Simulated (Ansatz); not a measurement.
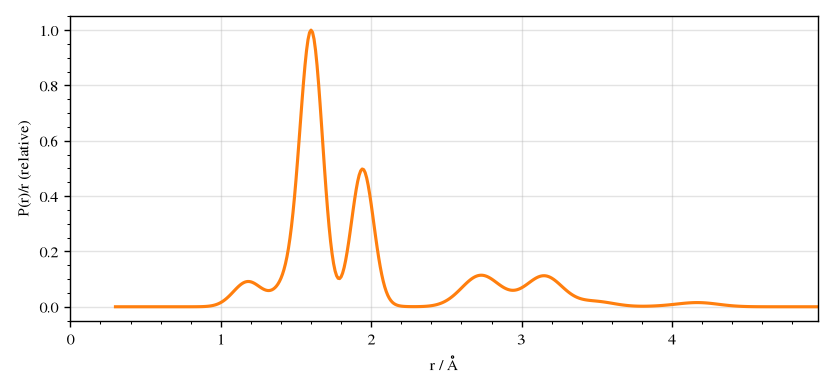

Simulated gas electron diffraction: radial distribution curve of BH3OSi. Each pair of atoms contributes with weight ZᵢZⱼ/r; damping constant 0.0015 Å²; vibrational amplitudes assumed, not computed: 0.05 Å for bonds, 0.078 Å for bonds to H, 0.06 + 0.015 r up to 0.15 Å for other pairs. The geometry is the end point of an optimisation (Ansatz, RKS PBE-D4/STO-3G); it may be a saddle point or a higher isomer.

Q: Read the positions of the first 5 clear peaks and name the main pairs (– for bonds).

A: Peak 1, 1.18 Å: B–H 1.18 Å (×2)
Peak 2, 1.60 Å: Si–H 1.47 Å, Si–O 1.60 Å, not resolved
Peak 3, 1.94 Å: Si–B 1.94 Å
Peak 4, 2.73 Å: O···H 2.64 Å, Si···H 2.74–2.75 Å (×2), B···H 2.92 Å, not resolved
Peak 5, 3.15 Å: O···B 3.15 Å; in its flanks O···H 3.49 Å
